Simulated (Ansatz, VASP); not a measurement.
**Cross-check of Sc5BC3 between VASP and Ansatz**

One calculation is typed for both programs; each brings its own data sets and cutoff. How far apart do they land? The cell is invented: other elements were put on sites of a known structure type. It may not be a known or stable phase.

Calculated with Ansatz 0.2.0; plane waves, with VASP 6.6.1 beside it; relaxation of cell and atoms at PBEsol.

## 1. The starting structure

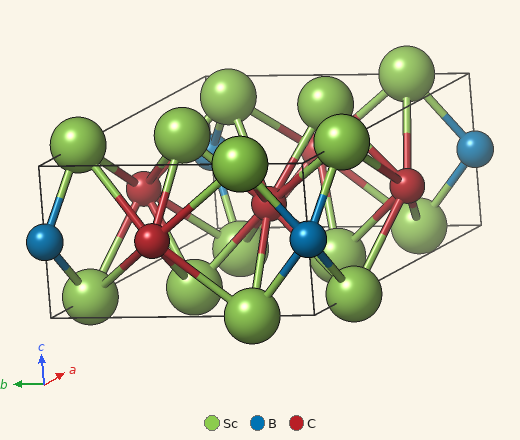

Start, viewed from a free direction; scandium green, boron blue, carbon red. Some periodic images of atoms are drawn too.

## 2. VASP: relaxation of cell and atoms, PBEsol

The relaxed volume is the usual yardstick between codes: its relative difference is about their pressure difference at one cell divided by the bulk modulus.

Lines of VASP's logs that name or quote its potential files are left out, and so is its time.

Contents of INCAR:

```
SYSTEM = Sc5BC3
PREC = Accurate
ENCUT = 520
EDIFF = 1E-06
NELM = 120
ISMEAR = 0
SIGMA = 0.1
LREAL = .FALSE.
ALGO = Fast
GGA = PS
NBANDS = 44
LORBIT = 11
LWAVE = .FALSE.
LCHARG = .FALSE.
KPAR = 4
IBRION = 2
NSW = 40
ISIF = 3
EDIFFG = -0.02
POTIM = 0.4
MAXMIX = 40
```

Contents of POSCAR:

```
Sc5BC3
1.0
    6.2282169600      0.0000000000      0.0000000000
   -3.1141084800      5.3937941000      0.0000000000
    0.0000000000      0.0000000000      3.8299425700
Sc B C
5 1 3
Direct
    0.2364990000      0.0000000000      0.0000000000
    0.0000000000      0.2364990000      0.0000000000
    0.6666666700      0.3333333300      0.0000000000
    0.3333333300      0.6666666700      0.0000000000
    0.7635010000      0.7635010000      0.0000000000
    0.0000000000      0.0000000000      0.5000000000
    0.5930799200      0.0000000000      0.5000000000
    0.4069200800      0.4069200800      0.5000000000
    0.0000000000      0.5930799200      0.5000000000
```

Contents of KPOINTS:

```
Automatic mesh
0
Gamma
4 4 5
0 0 0
```

PAW data sets: Sc_sv, B and C (PBE family, release 64).

Started as:

```bash
mpirun -np 4 vasp_std
```

Numbers of over 12 decimals in the logs are rounded to 6 here.

The log of the run:

```text
[banner, memory and clock lines left out]
running    4 mpi-ranks, on    1 nodes
 distrk:  each k-point on    1 cores,    4 groups
 distr:  one band on    1 cores,    1 groups

 POSCAR found type information on POSCAR ScB C
 POSCAR found :  3 types and       9 ions
|                                                                             |
|               ----> ADVICE to this user running VASP <----                  |
|                                                                             |
|     You enforced a specific xc type in the INCAR file but a different       |
|     [... a line on the potential file left out ...]
|     I HOPE YOU KNOW WHAT YOU ARE DOING!                                     |
|                                                                             |

 LDA part: xc-table for (Slater+PW92), standard interpolation
 POSCAR, INCAR and KPOINTS ok, starting setup
 FFT: planning ... GRIDC
 FFT: planning ... GRID_SOFT
 FFT: planning ... GRID
 WAVECAR not read
 entering main loop
       N       E                     dE             d eps       ncg     rms          rms(c)
DAV:   1     0.132839009993E+04    0.13284E+04   -0.31529E+04  1056   0.173E+03
DAV:   2     0.841155450339E+02   -0.12443E+04   -0.12302E+04  1408   0.748E+02
DAV:   3    -0.547083674427E+02   -0.13882E+03   -0.13517E+03  1776   0.308E+02
DAV:   4    -0.658855919424E+02   -0.11177E+02   -0.10828E+02  1752   0.658E+01
DAV:   5    -0.665614705190E+02   -0.67588E+00   -0.66346E+00  1736   0.174E+01    0.219E+01
RMM:   6    -0.605073932832E+02    0.60541E+01   -0.62223E+01  1297   0.423E+01    0.121E+01
RMM:   7    -0.572368019705E+02    0.32706E+01   -0.92843E+00  1227   0.219E+01    0.722E+00
RMM:   8    -0.571429597595E+02    0.93842E-01   -0.24504E+00  1476   0.682E+00    0.432E+00
RMM:   9    -0.571300733653E+02    0.12886E-01   -0.95569E-01  1419   0.534E+00    0.113E+00
RMM:  10    -0.571372190252E+02   -0.71457E-02   -0.36045E-01  1395   0.256E+00    0.412E-01
RMM:  11    -0.571500506034E+02   -0.12832E-01   -0.14290E-01  1476   0.115E+00    0.388E-01
RMM:  12    -0.571545154187E+02   -0.44648E-02   -0.60967E-02  1466   0.723E-01    0.129E-01
RMM:  13    -0.571576556773E+02   -0.31403E-02   -0.33783E-02  1541   0.353E-01    0.610E-02
RMM:  14    -0.571595964197E+02   -0.19407E-02   -0.19961E-02  1453   0.206E-01    0.183E-02
[...]
RMM:  34    -0.571634797354E+02   -0.38572E-05   -0.39752E-05   717   0.609E-03    0.225E-03
RMM:  35    -0.571634828822E+02   -0.31468E-05   -0.31305E-05   713   0.526E-03    0.145E-03
RMM:  36    -0.571634855189E+02   -0.26367E-05   -0.26207E-05   512   0.383E-03    0.194E-03
RMM:  37    -0.571634875997E+02   -0.20809E-05   -0.20785E-05   562   0.318E-03    0.153E-03
RMM:  38    -0.571634893602E+02   -0.17604E-05   -0.17483E-05   664   0.368E-03    0.209E-03
RMM:  39    -0.571634907952E+02   -0.14351E-05   -0.14023E-05   588   0.319E-03    0.172E-03
RMM:  40    -0.571634920148E+02   -0.12196E-05   -0.11770E-05   530   0.336E-03    0.213E-03
RMM:  41    -0.571634929888E+02   -0.97402E-06   -0.95005E-06   567   0.276E-03
[...]
search vector abs. value=  0.867E+00
 bond charge predicted
       N       E                     dE             d eps       ncg     rms          rms(c)
DAV:   1    -0.644259928122E+02   -0.20143E+00   -0.54970E+01  1456   0.736E+01    0.374E+00
RMM:   2    -0.655411488985E+02   -0.11152E+01   -0.52844E+00  1421   0.135E+01    0.641E+00
RMM:   3    -0.644692628869E+02    0.10719E+01   -0.78733E-01  1253   0.878E+00    0.334E+00
RMM:   4    -0.643754732280E+02    0.93790E-01   -0.60361E-01  1391   0.357E+00    0.215E+00
RMM:   5    -0.644686021012E+02   -0.93129E-01   -0.26274E+00  1515   0.530E+00    0.205E+00
RMM:   6    -0.644383301546E+02    0.30272E-01   -0.14806E-01  1410   0.169E+00    0.193E+00
RMM:   7    -0.643456652247E+02    0.92665E-01   -0.12412E-01  1348   0.151E+00    0.842E-01
RMM:   8    -0.643339697706E+02    0.11695E-01   -0.13131E-01  1359   0.110E+00    0.121E-01
RMM:   9    -0.643343051769E+02   -0.33541E-03   -0.65373E-03  1424   0.369E-01    0.874E-02
RMM:  10    -0.643344687483E+02   -0.16357E-03   -0.34890E-03  1463   0.184E-01    0.499E-02
RMM:  11    -0.643344686797E+02    0.68621E-07   -0.51344E-04  1283   0.892E-02    0.330E-02
RMM:  12    -0.643345461083E+02   -0.77429E-04   -0.10899E-03  1308   0.112E-01    0.473E-02
RMM:  13    -0.643345081133E+02    0.37995E-04   -0.12029E-04  1181   0.590E-02    0.324E-02
RMM:  14    -0.643344878673E+02    0.20246E-04   -0.14010E-04  1163   0.494E-02    0.387E-03
RMM:  15    -0.643344899081E+02   -0.20408E-05   -0.26545E-05   986   0.235E-02    0.474E-03
RMM:  16    -0.643344902493E+02   -0.34115E-06   -0.64449E-06   779   0.132E-02
  20 F= -.64334490E+02 E0= -.64321622E+02  d E =-.109931E+00
[...]
21 F= -.64400086E+02 E0= -.64386659E+02  d E =-.175527E+00
[...]
22 F= -.64400480E+02 E0= -.64386866E+02  d E =-.175920E+00
[...]
23 F= -.64407677E+02 E0= -.64395240E+02  d E =-.719672E-02
[...]
24 F= -.64408639E+02 E0= -.64396258E+02  d E =-.815914E-02
[...]
25 F= -.64408644E+02 E0= -.64396252E+02  d E =-.816412E-02
 curvature:  -2.44 expect dE=-0.117E-02 dE for cont linesearch -0.521E-07
 trial: gam= 0.02658 g(F)=  0.103E-03 g(S)=  0.376E-03 ort =-0.260E-04 (trialstep = 0.116E+01)
 search vector abs. value=  0.500E-03
 bond charge predicted
       N       E                     dE             d eps       ncg     rms          rms(c)
DAV:   1    -0.644113624577E+02   -0.27191E-02   -0.11723E-01  1484   0.379E+00    0.437E-01
RMM:   2    -0.644104835833E+02    0.87887E-03   -0.30149E-02  1117   0.180E+00    0.267E-01
RMM:   3    -0.644102245927E+02    0.25899E-03   -0.10512E-02  1288   0.641E-01    0.200E-01
RMM:   4    -0.644094795207E+02    0.74507E-03   -0.13559E-03  1297   0.289E-01    0.172E-01
RMM:   5    -0.644088066294E+02    0.67289E-03   -0.21955E-03  1291   0.327E-01    0.495E-02
RMM:   6    -0.644088156089E+02   -0.89795E-05   -0.52287E-04  1330   0.130E-01    0.230E-02
RMM:   7    -0.644088190158E+02   -0.34069E-05   -0.14985E-04  1277   0.683E-02    0.182E-02
RMM:   8    -0.644088208895E+02   -0.18737E-05   -0.55726E-05  1165   0.627E-02    0.253E-02
RMM:   9    -0.644088128812E+02    0.80083E-05   -0.83821E-06   879   0.319E-02    0.174E-02
RMM:  10    -0.644088094402E+02    0.34410E-05   -0.11928E-05  1056   0.251E-02    0.779E-03
RMM:  11    -0.644088089901E+02    0.45005E-06   -0.34875E-06   754   0.136E-02
  26 F= -.64408809E+02 E0= -.64396417E+02  d E =-.165046E-03
 trial-energy change:   -0.000165  1 .order   -0.000162   -0.000555    0.000230
 step:   0.8200(harm=  0.8200)  dis= 0.00096  next Energy=   -64.408840 (dE=-0.196E-03)
 reached required accuracy - stopping structural energy minimisation
```

From OUTCAR (step 2):

```text
ion  position               nearest neighbor table
   1  0.236  0.000  0.000-   6 2.42   6 2.42   4 2.43   3 2.43   2 2.55   5 2.55
   2  0.000  0.236  0.000-   6 2.42   6 2.42   3 2.43   4 2.43   5 2.55   1 2.55
   3  0.667  0.333  0.000-   2 2.43   1 2.43   5 2.43   7 2.69   7 2.69   9 2.69   9 2.69   8 2.69
                             8 2.69
   4  0.333  0.667  0.000-   1 2.43   2 2.43   5 2.43   9 2.69   9 2.69   7 2.69   7 2.69   8 2.69
                             8 2.69
   5  0.764  0.764  0.000-   6 2.42   6 2.42   3 2.43   4 2.43   2 2.55   1 2.55
   6  0.000  0.000  0.500-   2 2.42   5 2.42   2 2.42   5 2.42   1 2.42   1 2.42
   7  0.593  0.000  0.500-   3 2.69   3 2.69   4 2.69   4 2.69
   8  0.407  0.407  0.500-   4 2.69   4 2.69   3 2.69   3 2.69
   9  0.000  0.593  0.500-   4 2.69   4 2.69   3 2.69   3 2.69

  LATTYP: Found a hexagonal cell.
 ALAT       =     6.2282169600
 C/A-ratio  =     0.6149340324

 Subroutine GETGRP returns: Found 12 space group operations
 (whereof 12 operations were pure point group operations)

The static configuration has the point symmetry D_3h.

 Found     12 irreducible k-points:

   k-points           NKPTS =     12   k-points in BZ     NKDIM =     12   number of bands    NBANDS=     44

   dimension x,y,z NGX =    48 NGY =   48 NGZ =   28
   dimension x,y,z NGXF=    96 NGYF=   96 NGZF=   56

   ENCUT  =  520.0 eV  38.22 Ry    6.18 a.u.  11.58 11.58  7.12*2*pi/ulx,y,z

   NELECT =      70.0000    total number of electrons

 k-points in reciprocal lattice and weights: Automatic mesh
   0.00000000  0.00000000  0.00000000       0.013
   0.25000000  0.00000000  0.00000000       0.075
   0.50000000  0.00000000  0.00000000       0.038
   0.25000000  0.25000000  0.00000000       0.075
   0.00000000  0.00000000  0.20000000       0.025
   0.25000000  0.00000000  0.20000000       0.150
   0.50000000  0.00000000  0.20000000       0.075
   0.25000000  0.25000000  0.20000000       0.150
   0.00000000  0.00000000  0.40000000       0.025
   0.25000000  0.00000000  0.40000000       0.150
   0.50000000  0.00000000  0.40000000       0.075
   0.25000000  0.25000000  0.40000000       0.150

 average (electrostatic) potential at core
       1 -45.1830       2 -45.1830       3 -45.8362       4 -45.8362       5 -45.1830
       6 -25.9439       7 -49.6092       8 -49.6092       9 -49.6092

 E-fermi :   4.8909

 k-point     1 :       0.0000    0.0000    0.0000
  band No.  band energies     occupation
    ...
     29       3.3183      2.00000
     30       3.3183      2.00000
     31       4.5082      2.00000
     32       4.5883      1.99998
     33       4.5883      1.99998
     34       5.0242      0.05946
     35       5.0903      0.00481
     36       5.0903      0.00481
     37       5.1201      0.00119
     38       5.4537      0.00000
    ...

 k-point     2 :       0.2500    0.0000    0.0000
  band No.  band energies     occupation
    ...
     30       3.3663      2.00000
     31       3.8303      2.00000
     32       4.4331      2.00000
     33       4.7882      1.85354
     34       4.8508      1.42990
     35       5.1679      0.00009
     36       5.1700      0.00008
     37       5.2236      0.00000
     38       5.3767      0.00000
     39       5.4568      0.00000
    ...

 k-point     3 :       0.5000    0.0000    0.0000
  band No.  band energies     occupation
    ...
     29       2.6825      2.00000
     30       3.2747      2.00000
     31       3.5548      2.00000
     32       4.2415      2.00000
     33       4.6861      1.99623
     34       4.9409      0.47972
     35       5.1556      0.00018
     36       5.1933      0.00002
     37       5.2569      0.00000
     38       5.3927      0.00000
    ...

  Total       -0.0993142     -0.0993142     -0.0709526     -0.0000000     -0.0000000      0.0000000
  in kB       -1.2252740     -1.2252740     -0.8753666     -0.0000000     -0.0000000      0.0000000
  external PRESSURE =      -1.1086382 kB  Pullay stress =       0.0000000 kB

  energy-cutoff  :      520.00
  volume of cell :      129.86
      direct lattice vectors                 reciprocal lattice vectors
     7.166392865 -0.000000000 -0.000000000     0.139540215  0.080563581 -0.000000000
    -3.583196433  6.206278264  0.000000000     0.000000000  0.161127161  0.000000000
     0.000000000 -0.000000000  2.919826179     0.000000000 -0.000000000  0.342486141

 POSITION                                       TOTAL-FORCE (eV/Angst)
 -----------------------------------------------------------------------------------
      1.72861      0.00000     -0.00000        -0.001753      0.000000      0.000000
     -0.86431      1.49702      0.00000         0.000877     -0.001519     -0.000000
      3.58320      2.06876      2.91983        -0.000000      0.000000     -0.000000
     -0.00000      4.13752      2.91983        -0.000000     -0.000000     -0.000000
      2.71889      4.70926      0.00000         0.000877      0.001519      0.000000
      0.00000      0.00000      1.45991        -0.000000      0.000000     -0.000000
      3.56238      0.00000      1.45991        -0.006477      0.000000      0.000000
      1.80201      3.12116      1.45991         0.003238      0.005609      0.000000
     -1.78119      3.08511      1.45991         0.003238     -0.005609     -0.000000
 -----------------------------------------------------------------------------------
    total drift:                               -0.000001     -0.000001      0.000000

  FREE ENERGIE OF THE ION-ELECTRON SYSTEM (eV)
  ---------------------------------------------------
  free  energy   TOTEN  =       -64.4088089901 eV

  energy  without entropy=      -64.3840254693  energy(sigma->0) =      -64.39641723

 reached required accuracy - stopping structural energy minimisation

 total charge
# of ion       s       p       d       tot
------------------------------------------
    1        2.263   6.213   1.256   9.732
    2        2.263   6.213   1.256   9.732
    3        2.220   6.157   1.141   9.518
    4        2.220   6.157   1.141   9.518
    5        2.263   6.213   1.256   9.732
    6        0.785   1.151   0.000   1.937
    7        0.889   1.310   0.000   2.198
    8        0.889   1.310   0.000   2.198
    9        0.889   1.310   0.000   2.198
--------------------------------------------------
tot         14.681  36.033   6.049  56.763

[... 3 further parts left out ...]
```

CONTCAR:

```
Sc5BC3
   1.00000000000000
     7.1663928654518774   -0.0000000000000000   -0.0000000000000000
    -3.5831964327259387    6.2062782637053857    0.0000000000000000
     0.0000000000000000   -0.0000000000000000    2.9198261791349833
  Sc              B               C
     5     1     3
Direct
     0.2412110821770431    0.0000000000000000    0.0000000000000000
     0.0000000000010307    0.2412110821791050    0.0000000000000000
     0.6666666699999979    0.3333333300000021    1.0000000000000000
     0.3333333300000021    0.6666666699999979    1.0000000000000000
     0.7587889178219260    0.7587889178208953    0.0000000000000000
     0.0000000000000000    0.0000000000000000    0.5000000000000000
     0.4970955974544423    0.0000000000000000    0.5000000000000000
     0.5029044025438545    0.5029044025421513    0.5000000000000000
     0.0000000000017032    0.4970955974578489    0.5000000000000000
```

(Part 1 of 2 ends here.)

[Lines on the potential files, build, host, timing and source positions are cut from VASP's logs without a mark.]

[Logs are printed without paths, hosts, clocks, repeated set-up lines and the standing remarks that a program may print on its own settings, such as how far it seeks lower states.]

[Hosts, paths, dates, database ids (printed as entryN), source tags and the programs' standing remarks are cut or masked in the printed files.]
